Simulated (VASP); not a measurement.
Band structure of ZnO (space group P6_3mc). Computed with PBE GGA with D3 dispersion (Becke-Johnson damping), VASP's PBE PAW potentials (set 64) (plane waves; VASP).

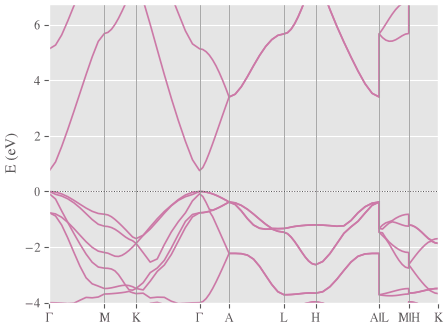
Figure. Bands along high-symmetry lines, zero at the valence-band maximum or, without a gap, the Fermi level

Read the plot: is there a gap, and where are the band edges?

The gap is direct, 0.75 eV, from the valence maximum at Γ to the conduction minimum at Γ. (Edges off the drawn lines would not show.)

The structure comes from a measured ZnO entry (P6_3mc) of the Crystallography Open Database, whose conditions weren't checked. It was relaxed first.
